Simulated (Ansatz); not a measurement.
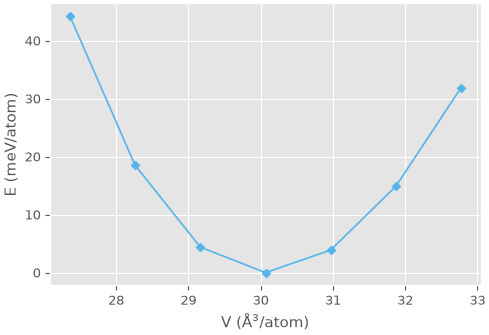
Figure: SnTePbSe in space group P4/mmm (No. 123; Sn on 1d, Te on 1c, Pb on 1a, Se on 1b) under volume change, PBEsol (plane waves, PAW; program Ansatz), shape and atoms relaxed at each volume.

Task: What does a third-order Birch–Murnaghan fit give for V₀, B₀ and B′?

Result: V₀ = 30.07 Å³/atom, B₀ = 49.0 GPa, B′ = 4.4.

The first step of the workflow began from a Materials Project structure, measured or hypothetical; the Crystallography Open Database copy checked does not list it. Whether it is the stable phase at ambient conditions was not checked. The cell was relaxed with PBEsol under the symmetry of its start. At this level the phase is dynamically unstable (imaginary phonons). Scalar-relativistic: spin–orbit coupling is off unless named, which matters more the heavier the elements.

Potentials: the later of the program's two PAW sets.
